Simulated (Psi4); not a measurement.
**Excited-state calculation, with input and output: BSiH5 (part 2 of 3)**

BSiH5; EOM-CCSD/def2-SVP, RHF, DKH2 (Psi4 1.11). The geometry comes from this level: PBE0-D4/def2-TZVP.

Geometry of the input (Å):
```
B  -0.0432  -1.1890  0.2043
Si 0.0891  0.7853  -0.1485
H  -1.1260  -1.6906  0.2901
H  0.9064  -1.9025  0.3354
H  -0.6160  1.0934  -1.4272
H  -0.6236  1.5167  0.9396
H  1.4745  1.3188  -0.2395
```

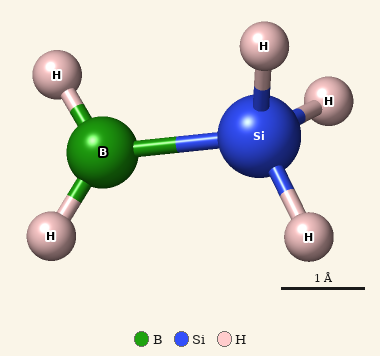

**Figure 1.** The input geometry (ball-and-stick view, seen at a tilt).

## Log, continued
```
Fae   dot Fae   total   94.8568678860
Fmi   dot Fmi   total 4901.8772442159
Fme   dot Fme   total    0.0000137380
WMBIJ dot WMBIJ total    0.0000000000
Wmbij dot Wmbij total    0.0000000000
WMbIj dot WMbIj total    2.6530060084
WmBiJ dot WmBiJ total    0.0000000000
Symmetry of ground state: A
Symmetry of excited state: A
Symmetry of right eigenvector: A
Seeking states with multiplicity of 1
Obtaining initial guess from singles-singles block of Hbar...Done.

Iter=1    L=3     Root    EOM Energy     Delta E   Res. Norm    Conv?
                     1   0.2319920939   2.32e-01    3.21e-01      N
                     2   0.2844438640   2.84e-01    3.24e-01      N
                     3   0.3808285062   3.81e-01    3.48e-01      N
Iter=2    L=6     Root    EOM Energy     Delta E   Res. Norm    Conv?
                     1   0.1674210941  -6.46e-02    6.71e-02      N
                     2   0.2134767297  -7.10e-02    7.38e-02      N
                     3   0.2820378968  -9.88e-02    9.76e-02      N
Iter=3    L=9     Root    EOM Energy     Delta E   Res. Norm    Conv?
                     1   0.1647993552  -2.62e-03    2.21e-02      N
                     2   0.2097392516  -3.74e-03    2.26e-02      N
                     3   0.2731267706  -8.91e-03    4.38e-02      N
Iter=4    L=12    Root    EOM Energy     Delta E   Res. Norm    Conv?
                     1   0.1645538193  -2.46e-04    7.41e-03      N
                     2   0.2094172636  -3.22e-04    8.36e-03      N
                     3   0.2711421849  -1.98e-03    2.30e-02      N
Iter=5    L=15    Root    EOM Energy     Delta E   Res. Norm    Conv?
                     1   0.1645323008  -2.15e-05    2.78e-03      N
                     2   0.2093784622  -3.88e-05    3.18e-03      N
                     3   0.2705695248  -5.73e-04    1.25e-02      N
Iter=6    L=18    Root    EOM Energy     Delta E   Res. Norm    Conv?
                     1   0.1645293942  -2.91e-06    1.03e-03      N
                     2   0.2093752076  -3.25e-06    1.17e-03      N
                     3   0.2704442977  -1.25e-04    6.24e-03      N
Iter=7    L=21    Root    EOM Energy     Delta E   Res. Norm    Conv?
                     1   0.1645272892  -2.10e-06    3.45e-04      N
                     2   0.2093734751  -1.73e-06    3.87e-04      N
                     3   0.2703957840  -4.85e-05    2.62e-03      N
Iter=8    L=24    Root    EOM Energy     Delta E   Res. Norm    Conv?
                     1   0.1645272316  -5.76e-08    1.41e-04      N
                     2   0.2093736840   2.09e-07    1.54e-04      N
                     3   0.2703979326   2.15e-06    1.14e-03      N
Iter=9    L=27    Root    EOM Energy     Delta E   Res. Norm    Conv?
                     1   0.1645272010  -3.06e-08    5.32e-05      Y
                     2   0.2093738229   1.39e-07    6.08e-05      Y
                     3   0.2704002206   2.29e-06    5.63e-04      N
Iter=10   L=28    Root    EOM Energy     Delta E   Res. Norm    Conv?
                     1   0.1645271851  -1.59e-08    5.17e-05      Y
                     2   0.2093737616  -6.13e-08    3.99e-05      Y
                     3   0.2703985557  -1.66e-06    2.79e-04      N
Iter=11   L=29    Root    EOM Energy     Delta E   Res. Norm    Conv?
                     1   0.1645271855   3.03e-10    5.14e-05      Y
                     2   0.2093737534  -8.19e-09    3.65e-05      Y
                     3   0.2703986038   4.82e-08    1.34e-04      N
Iter=12   L=30    Root    EOM Energy     Delta E   Res. Norm    Conv?
                     1   0.1645271855   3.09e-11    5.16e-05      Y
                     2   0.2093737536   2.63e-10    3.64e-05      Y
                     3   0.2703986170   1.32e-08    6.83e-05      Y
Collapsing to only 3 vector(s).

Procedure converged for 3 root(s).
Energy written to CC_INFO:Etot -316.8871385126
States per irrep written to CC_INFO.
EOM CCSD R0 for root 0 =   0.00000081596
EOM CCSD R0 for root 1 =  -0.00000772849
EOM CCSD R0 for root 2 =   0.00012190637

Final Energetic Summary for Converged Roots of Irrep A
                     Excitation Energy              Total Energy
                (eV)     (cm^-1)     (au)             (au)
EOM State 1      4.477    36109.5   0.1645271855  -316.993009944115

Largest components of excited wave function #1:
 RIA (libdpd indices) : (cscf notation)
        11 >   0      :       12a >    13a :    0.6685677893
        11 >  13      :       12a >    26a :    0.1005332086
         7 >   0      :        8a >    13a :   -0.0818177294
        11 >   3      :       12a >    16a :   -0.0508082153
        11 >  11      :       12a >    24a :    0.0421985117
 RIjAb (libdpd indices)     : (cscf notation)
       11  11 >   0   9     :    12a    12a >    13a    22a :    0.0307238226
       11  11 >   9   0     :    12a    12a >    22a    13a :    0.0307238226
        6  11 >   0   9     :     7a    12a >    13a    22a :    0.0279969872
       11   6 >   9   0     :    12a     7a >    22a    13a :    0.0279969872
       11  11 >   0   4     :    12a    12a >    13a    17a :   -0.0246870517
EOM State 2      5.697    45952.2   0.2093737536  -316.948163375951

Largest components of excited wave function #2:
 RIA (libdpd indices) : (cscf notation)
        10 >   0      :       11a >    13a :    0.4923294902
         8 >   0      :        9a >    13a :    0.4534249958
         8 >  13      :        9a >    26a :    0.0826883736
        10 >  13      :       11a >    26a :    0.0700424478
         8 >   3      :        9a >    16a :   -0.0656735990
 RIjAb (libdpd indices)     : (cscf notation)
        7   8 >   0   5     :     8a     9a >    13a    18a :   -0.0307153399
        8   7 >   5   0     :     9a     8a >    18a    13a :   -0.0307153399
        7   8 >   0  20     :     8a     9a >    13a    33a :   -0.0289277345
        8   7 >  20   0     :     9a     8a >    33a    13a :   -0.0289277345
        8   8 >   0  21     :     9a     9a >    13a    34a :   -0.0228645280
EOM State 3      7.358    59345.6   0.2703986170  -316.887138512612

Largest components of excited wave function #3:
 RIA (libdpd indices) : (cscf notation)
         8 >   0      :        9a >    13a :    0.4841329910
        10 >   0      :       11a >    13a :   -0.4453958688
         8 >  13      :        9a >    26a :    0.0632566118
        10 >   3      :       11a >    16a :   -0.0606414366
         9 >   1      :       10a >    14a :    0.0412811641
 RIjAb (libdpd indices)     : (cscf notation)
       10  11 >   0   4     :    11a    12a >    13a    17a :    0.0575517141
       11  10 >   4   0     :    12a    11a >    17a    13a :    0.0575517141
       10  10 >   0   1     :    11a    11a >    13a    14a :    0.0416834109
       10  10 >   1   0     :    11a    11a >    14a    13a :    0.0416834109
       10  11 >   0   2     :    11a    12a >    13a    15a :    0.0369914290

	Putting into environment energy for root of R irrep 1 and root 3.
	Putting into environment CURRENT ENERGY:             -316.8871385126

	Total # of sigma evaluations: 30

			**************************
			*        CCLAMBDA        *
			**************************

	Nuclear Rep. energy (wfn)     =   47.564448936710967
	Reference           (wfn)     =                    0
	SCF energy          (wfn)     = -316.913337476156130
	Reference energy    (CC_INFO) = -316.913331129427888
	CCSD energy         (CC_INFO) =   -0.244206000168739
	Total CCSD energy   (CC_INFO) = -317.157537129596619

	Input parameters:
	-----------------
	Maxiter           =     50
	Convergence       = 1.0e-04
	Restart           =     No
	Cache Level       =     2
	Model III         =     No
	DIIS              =     Yes
	AO Basis          =     No
	ABCD              =     NEW
	Local CC          =     No
	Parameters for left-handed eigenvectors:
	    Irr   Root  Ground-State?    EOM energy        R0
	  1   0     0        Yes       0.0000000000   1.0000000000
	  2   0     1         No       0.1645271855   0.0000008160
	  3   0     2         No       0.2093737536  -0.0000077285
	  4   0     3         No       0.2703986170   0.0001219064
	Labels for eigenvector 1:
	LIA 0 -1, Lia 0 -1, LIJAB 0 -1, Lijab 0 -1, LIjAb 0 -1, 2LIjAb - LIjbA 0 -1
	Labels for eigenvector 2:
	LIA 0 0, Lia 0 0, LIJAB 0 0, Lijab 0 0, LIjAb 0 0, 2LIjAb - LIjbA 0 0
	Labels for eigenvector 3:
	LIA 0 1, Lia 0 1, LIJAB 0 1, Lijab 0 1, LIjAb 0 1, 2LIjAb - LIjbA 0 1
	Labels for eigenvector 4:
	LIA 0 2, Lia 0 2, LIJAB 0 2, Lijab 0 2, LIjAb 0 2, 2LIjAb - LIjbA 0 2
	Deleting old CC_LAMBDA data.
	Symmetry of left-hand state: A
	Symmetry of left-hand eigenvector: A

	          Solving Lambda Equations
	          ------------------------
	Iter     PseudoEnergy or Norm         RMS
	----     ---------------------     --------
	   0        -0.244207248971292    0.000e+00
	   1        -0.238344632485467    1.053e-02
	   2        -0.236976816135245    3.043e-03
	   3        -0.236822357840244    1.067e-03
	   4        -0.236832506961685    3.543e-04
	   5        -0.236837624617879    1.395e-04
	   6        -0.236836139485214    4.650e-05

	Largest LIA Amplitudes:
	          9   0         0.0185620931
	         11   2        -0.0096187638
	         11  22         0.0087143037
	         10   1         0.0081188431
	          8   1        -0.0080473368
	          9   3         0.0071253577
	         10  24        -0.0062815739
	          9  25        -0.0053489091
	          9  23        -0.0050611287
	          7   4         0.0049731475

	Largest LIjAb Amplitudes:
	 11  11   0   0        -0.0304577128
	 11  11   9   9        -0.0275304569
	  9   9   3   3        -0.0271735120
	  9   9  11  11        -0.0252632128
	  7   7   0   0        -0.0242441924
	 10  10   1   1        -0.0236679231
	  8   8   8   8        -0.0220663486
	  6   6   0   0        -0.0218959389
	 11  11   2   2        -0.0215009835
	  8   8  21  21        -0.0209872280

	Iterations converged.

	Overlap <L|e^T> =        0.87270718590
	Symmetry of left-hand state: A
	Symmetry of left-hand eigenvector: A
	Initial overlap of initial guess <L|R> =    1.0000000000
	Checking overlap of initial guess <L|R> =    1.0000000000

	          Solving Lambda Equations
	          ------------------------
	Iter     PseudoEnergy or Norm         RMS
	----     ---------------------     --------
	   0        -0.000000079926704    4.650e-05
	   1         0.000000036191034    1.554e-02
	   2         0.000000057862516    4.738e-03
	   3         0.000000052243994    1.875e-03
	   4         0.000000052111064    6.442e-04
	   5         0.000000050791038    2.257e-04
	   6         0.000000051086448    8.639e-05

	Initial  <L|R>  =        0.9941583978
	Normalizing L...
	L0 * R0 =        0.0000000000
	L1 * R1 =        0.9475026269
	L2 * R2 =        0.0524973731
	 <L|R>  =        1.0000000000
	Pseudoenergy or Norm of normalized L =    0.000000051386628

	Largest LIA Amplitudes:
	         11   0         0.6674518632
	         11  13         0.0983375342
	          7   0        -0.0817457140
	         11   3        -0.0509676904
	         11  11         0.0416344562
	         10   0         0.0392766561
	          7   3         0.0287552565
	         11  14         0.0277319036
	          6   0         0.0264086994
	          7  13        -0.0216215111

	Largest LIjAb Amplitudes:
	 11  11   0   9         0.0314276187
	 11  11   9   0         0.0314276187
	  6  11   0   9         0.0297653475
	 11   6   9   0         0.0297653475
	 11  11   0   4        -0.0243930852
	 11  11   4   0        -0.0243930852
	 11  11   0  15        -0.0237031579
	 11  11  15   0        -0.0237031579
	  7  11   0   4        -0.0204164840
	 11   7   4   0        -0.0204164840

	Iterations converged.

	Symmetry of left-hand state: A
	Symmetry of left-hand eigenvector: A
	Initial overlap of initial guess <L|R> =    0.9999999999
	Checking overlap of initial guess <L|R> =    1.0000000000

	          Solving Lambda Equations
	          ------------------------
	Iter     PseudoEnergy or Norm         RMS
	----     ---------------------     --------
	   0         0.000000268711039    8.639e-05
	   1        -0.000000852322070    1.862e-02
	   2        -0.000000940064699    4.330e-03
	   3        -0.000000938101911    1.801e-03
	   4        -0.000000846209574    6.964e-04
	   5        -0.000000758200992    2.371e-04
	   6        -0.000000722014174    7.811e-05

	Initial  <L|R>  =        0.9923171252
	Normalizing L...
	L0 * R0 =       -0.0000000000
	L1 * R1 =        0.9359925384
	L2 * R2 =        0.0640074616
	 <L|R>  =        1.0000000000
	Pseudoenergy or Norm of normalized L =   -0.000000727604266

	Largest LIA Amplitudes:
	         10   0         0.4866983432
	          8   0         0.4567408099
	          8  13         0.0813615819
	         10  13         0.0674367285
	          8   3        -0.0657062578
	          8  11         0.0420191017
	         10   3        -0.0318428667
	         10  11         0.0309779833
	          8  14         0.0297573239
	         11   0        -0.0194992659

	Largest LIjAb Amplitudes:
	  7   8   0   5        -0.0324156393
	  8   7   5   0        -0.0324156393
	  7   8   0  20        -0.0300415634
	  8   7  20   0        -0.0300415634
	  7  11   0   1        -0.0250860710
	 11   7   1   0        -0.0250860710
	  7  10   0   5        -0.0226929899
	 10   7   5   0        -0.0226929899
	  8   8   0  21        -0.0225693103
	  8   8  21   0        -0.0225693103

	Iterations converged.

	Symmetry of left-hand state: A
	Symmetry of left-hand eigenvector: A
	Initial overlap of initial guess <L|R> =    0.9999999675
	Checking overlap of initial guess <L|R> =    1.0000000000

	          Solving Lambda Equations
	          ------------------------
	Iter     PseudoEnergy or Norm         RMS
	----     ---------------------     --------
	   0         0.000003015154795    7.811e-05
	   1         0.000024069316066    3.443e-02
	   2         0.000026822236645    7.205e-03
	   3         0.000028598600068    3.240e-03
	   4         0.000029002740015    1.490e-03
	   5         0.000029281526890    7.773e-04
	   6         0.000029734896289    4.323e-04
	   7         0.000030244377223    2.155e-04
	   8         0.000030747145304    1.010e-04
	   9         0.000030976268032    4.823e-05

	Initial  <L|R>  =        0.9810496014
	Normalizing L...
	L0 * R0 =        0.0000000000
	L1 * R1 =        0.8856058091
	L2 * R2 =        0.1143941909
	 <L|R>  =        1.0000000000
	Pseudoenergy or Norm of normalized L =    0.000031574619660

	Largest LIA Amplitudes:
	          8   0         0.4844238859
	         10   0        -0.4362930337
	          8  13         0.0615505089
	         10   3        -0.0562312296
	          9   1         0.0409558030
	         10  13        -0.0328329502
	         11   0         0.0322477030
	          8  11         0.0257315185
	          9   2         0.0233253502
	         11   3        -0.0193096818

	Largest LIjAb Amplitudes:
	 10  11   0   4         0.0632554849
	 11  10   4   0         0.0632554849
	 10  11   0   2         0.0446032547
	 11  10   2   0         0.0446032547
	 10  10   0   1         0.0405705644
	 10  10   1   0         0.0405705644
	  9  11   0   0        -0.0353000034
	 11   9   0   0        -0.0353000034
	 10  11   0  15         0.0348938170
	 11  10  15   0         0.0348938170

	Iterations converged.

	<L|R> overlap matrix with ROHF quantities (-99 => 0 by symmetry)

                 1            2            3            4

    1    1.0000000   -0.0000000   -0.0000000   -0.0000000
    2    0.0000000    1.0000000    0.0000000   -0.0000000
    3    0.0000000    0.0000000    1.0000000   -0.0000000
    4    0.0000000   -0.0000000   -0.0000000    1.0000000

	<L|R> overlap matrix with RHF quantities (-99 => 0 by symmetry)

                 1            2            3            4

    1    1.0000000   -0.0000000   -0.0000000   -0.0000000
    2    0.0000000    1.0000000   -0.0000000    0.0000000
    3    0.0000000   -0.0000000    1.0000000   -0.0000000
    4    0.0000000   -0.0000000   -0.0000000    1.0000000

	Projections for excited state, irrep A, root 0:
	<0|Le^(-T)|0><0|Re^T|0>  =    0.0000000000
	<0|Le^(-T)|S><S|Re^T|0>  =    0.9464174446
	<0|Le^(-T)|D><D|Re^T|0>  =    0.0535825554
	Sum of above             =    0.9999999999
	Approx. excitation level =    1.0535825553

	Projections for excited state, irrep A, root 1:
	<0|Le^(-T)|0><0|Re^T|0>  =    0.0000000000
	<0|Le^(-T)|S><S|Re^T|0>  =    0.9359680250
	<0|Le^(-T)|D><D|Re^T|0>  =    0.0640319671
	Sum of above             =    0.9999999921
	Approx. excitation level =    1.0640319592

	Projections for excited state, irrep A, root 2:
	<0|Le^(-T)|0><0|Re^T|0>  =    0.0000000193
	<0|Le^(-T)|S><S|Re^T|0>  =    0.8845169401
	<0|Le^(-T)|D><D|Re^T|0>  =    0.1154830353
	Sum of above             =    0.9999999947
	Approx. excitation level =    1.1154830106

			**************************
			*                        *
			*        CCDENSITY       *
			*                        *
			**************************

	Input parameters:
	-----------------
	Wave function    = EOM_CCSD
	Reference wfn    =   RHF
	Dertype          = 0
	Tolerance        = 1.0e-14
	Cache Level      = 2
	AO Basis         = No
	OPDM Only        = Yes
	Relax OPDM       = No
	Compute Xi       = No
	Use Zeta         = No
	Xi connected     = No
	Compute NO       = No

	Nuclear Rep. energy (wfn)     =   47.564448936710967
	SCF energy          (wfn)     = -316.913337476156130
	Reference energy    (file100) = -316.913331129427888
	CCSD energy         (CC_INFO) =   -0.244206000168739
	Total CCSD energy   (CC_INFO) = -317.157537129596619
	Number of States = 4

	Ground?  State     EOM Energy       R0
	  Yes     0  A    0.0000000000   1.00000000
	   No     1  A    0.1645271855   0.00000082
	   No     2  A    0.2093737536  -0.00000773
	   No     3  A    0.2703986170   0.00012191
DDoing transition

	Oscillator Strength for 1  A
	                              X    	       Y    	       Z
	<0|mu_e|n>              -0.00068894 	  0.03416645 	  0.19107101
	<n|mu_e|0>              -0.00074137 	  0.03680346 	  0.20580967
	Dipole Strength          0.04058221
	Oscillator Strength      0.00445125
	Einstein A Coefficient   3.87140290e+06
	Einstein B Coefficient   4.93749307e+18
Doing transition

	Length-Gauge Rotational Strength for 1  A
	                              X    	       Y    	       Z
	<0|mu_e|n>              -0.00068894 	  0.03416645 	  0.19107101
	<n|mu_m|0>               0.57261274 	 -0.06653611 	  0.01398610
	<0|mu_m|n>*              0.55185307 	 -0.06423960 	  0.01349941
	<n|mu_e|0>*             -0.00074137 	  0.03680346 	  0.20580967

	Rotational Strength (au)                  0.00000474
	Rotational Strength (10^-40 esu^2 cm^2)   0.00223660

	Velocity-Gauge Rotational Strength for 1  A
	                              X    	       Y    	       Z
	<0|mu_e|n>              -0.00006763 	  0.00336920 	  0.01885152
	<n|mu_m|0>               0.57261274 	 -0.06653611 	  0.01398610
	<0|mu_m|n>*              0.55185307 	 -0.06423960 	  0.01349941
	<n|mu_e|0>*             -0.00008760 	  0.00435299 	  0.02434833

	Rotational Strength (au)                  0.00000448
	Rotational Strength (10^-40 esu^2 cm^2)   0.00211395
Doing transition
DDoing transition
```
